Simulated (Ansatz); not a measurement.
## Phonon calculation, with input and output: Si₂PNH₆

System: Si₂PNH₆.
Method: RKS r2SCAN/def2-SVP (Ansatz 0.2.0).

It belongs to a series of runs on one base structure; here: vibrations at the highest image of the band. Figures and captions count atoms from 1; the log counts them from 0 in places.

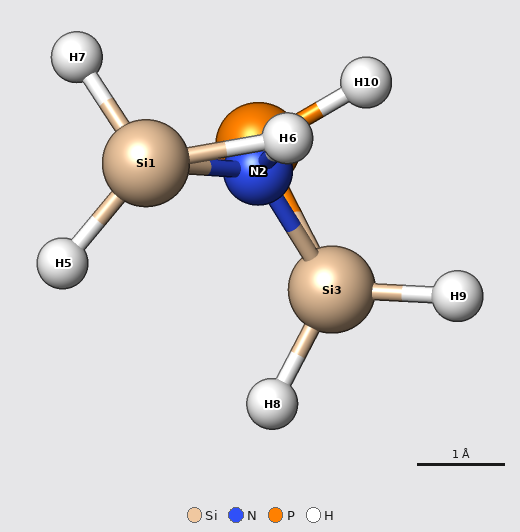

Figure 1. The input geometry (ball-and-stick view, seen at a tilt; atoms are numbered from 1 in the order of the input).

**Summary**

```tsv
quantity	value
outcome	converged
total energy	−26616.7596 eV
mean-field energy	−26616.7596 eV
largest force (length of the vector)	0.037 eV/Å
hardware	2 threads of Arm Neoverse V1, 24 GiB of memory available, shared host
wall time	2 min (CPU time 4 min)
peak memory	0.15 GiB
```

**Input**
```yaml
crystal:
  periodic: [false, false, false]
  atoms:
    - { symbol: Si, position_ang: [-1.264264, 1.328297, -0.60933] }
    - { symbol: "N", position_ang: [0.191638, 0.312894, 0.007721] }
    - { symbol: Si, position_ang: [0.262158, -1.24896, 0.827223] }
    - { symbol: P, position_ang: [1.620493, -0.676864, -0.820849] }
    - { symbol: H, position_ang: [-2.291917, 0.4035, -1.216435] }
    - { symbol: H, position_ang: [-0.2214, 1.34364, 0.68397] }
    - { symbol: H, position_ang: [-0.687099, 2.085787, -1.769644] }
    - { symbol: H, position_ang: [-0.835023, -2.214957, 0.565473] }
    - { symbol: H, position_ang: [0.682171, -1.186035, 2.250905] }
    - { symbol: H, position_ang: [2.626442, -0.198603, 0.084066] }
basis:
  gaussian: { orbitals: def2-SVP }
hamiltonian:
  xc: r2scan
phonons: {}
```

Launch command:
```bash
ansatz run input.yaml --threads 2 --pin off --max-ram 3072MiB --backend cpu --events-out ev --progress --plain --runs-dir out
```

**What the program printed**
```
Engine: ansatz 0.2.0, aarch64-unknown-linux-gnu
Functional definition: r2SCAN
  parameter k0 = 0.174
  parameter k1 = 0.065
  parameter a1 = 4.9479
  exchange = r2scan_x(k0 = k0, k1 = k1, a1 = a1)
  correlation = r2scan_c
1119 factors; their error is unknown
mean field evaluation 1: about -26611.1091 eV, gradient 5.1e1 eV
mean field evaluation 2: about -26576.9910 eV, gradient 1.2e2 eV
mean field evaluation 4: about -26616.3395 eV, gradient 1.0e1 eV
mean field evaluation 8: about -26616.8367 eV, gradient 2.3e-1 eV
mean field evaluation 16: about -26616.7596 eV, gradient 2.9e-4 eV
mean field -26616.75961745 eV, -978.1478744538 hartree, gradient 5.1e-5 eV, S^2 0.000000; 0 other end points of the search recorded, 0 dependent functions left out
the calculation of the forces begins
reference -26616.75962818 eV, -978.1478748479 hartree; 28, 28 occupied and 70, 70 virtual orbitals, 1119 factors
these checks for a lower state are left out or cut short: stability, starts, cluster_reference, orbital_swaps, neighbouring_geometries, increment
1119 factors; their error is unknown
mean field -26616.75955737 eV, -978.1478722456 hartree, gradient 2.0e-6 eV, S^2 0.000000; 0 other end points of the search recorded, 0 dependent functions left out
[... from here on the field's lines of each further geometry are left out, up to the last ...]
the calculation of the forces begins
reference -26616.75959347 eV, -978.1478735723 hartree; 28, 28 occupied and 70, 70 virtual orbitals, 1119 factors
these checks for a lower state are left out or cut short: stability, starts, cluster_reference, orbital_swaps, neighbouring_geometries, increment
1119 factors; their error is unknown
mean field -26616.75959627 eV, -978.1478736754 hartree, gradient 1.3e-6 eV, S^2 0.000000; 0 other end points of the search recorded, 0 dependent functions left out
the calculation of the forces begins
reference -26616.75960700 eV, -978.1478740695 hartree; 28, 28 occupied and 70, 70 virtual orbitals, 1119 factors
WARN: phonons: modes at or below zero, which the zero-point energy, F, S and C_V leave out: 1, the lowest at -1332.84 cm⁻¹. A minimum has none, and a first-order saddle one
Total energy: -26616.75962818 eV, -978.1478748479 hartree
Atom 0 at    -1.264264     1.328297    -0.609330 Å, force    -0.000173     0.022323     0.001991 eV/Å
Atom 1 at     0.191638     0.312894     0.007721 Å, force     0.018491    -0.008777     0.031210 eV/Å
Atom 2 at     0.262158    -1.248960     0.827223 Å, force     0.007214    -0.009449    -0.010236 eV/Å
Atom 3 at     1.620493    -0.676864    -0.820849 Å, force     0.008744    -0.012010    -0.000541 eV/Å
Atom 4 at    -2.291917     0.403500    -1.216435 Å, force    -0.004673    -0.004770    -0.004308 eV/Å
Atom 5 at    -0.221400     1.343640     0.683970 Å, force    -0.010094     0.008486    -0.015664 eV/Å
Atom 6 at    -0.687099     2.085787    -1.769644 Å, force    -0.005232    -0.006365     0.002352 eV/Å
Atom 7 at    -0.835023    -2.214957     0.565473 Å, force    -0.008503     0.002599     0.003996 eV/Å
Atom 8 at     0.682171    -1.186035     2.250905 Å, force    -0.002207    -0.003138    -0.006082 eV/Å
Atom 9 at     2.626442    -0.198603     0.084066 Å, force    -0.003568     0.011100    -0.002718 eV/Å
Dipole moment:     0.220869    -0.337740     0.299765 e Å
Vibrations: -1332.84 112.99 157.43 184.53 336.89 437.28 484.78 521.48 610.62 648.16 652.99 710.64 719.60 830.19 914.27 928.44 951.32 970.76 1830.92 2118.34 2175.55 2249.40 2271.80 2348.76 cm⁻¹, zero-point energy 1.436179 eV
```

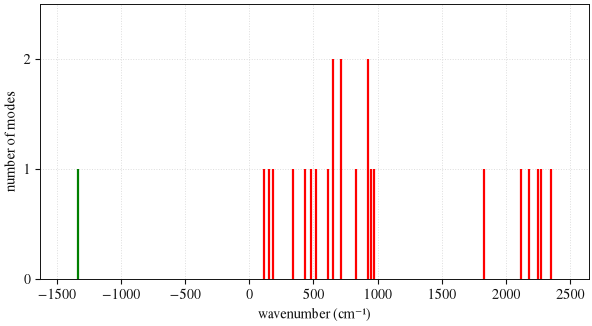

Figure 2. Harmonic vibrational wavenumbers from the force constants; neighbouring modes closer than 17 cm⁻¹ are counted in one stick, and imaginary ones are drawn at negative wavenumbers. 24 modes from 1333i to 2349 cm⁻¹, 1 imaginary beyond 8i (1333i cm⁻¹): a first-order saddle point, if the geometry is stationary.
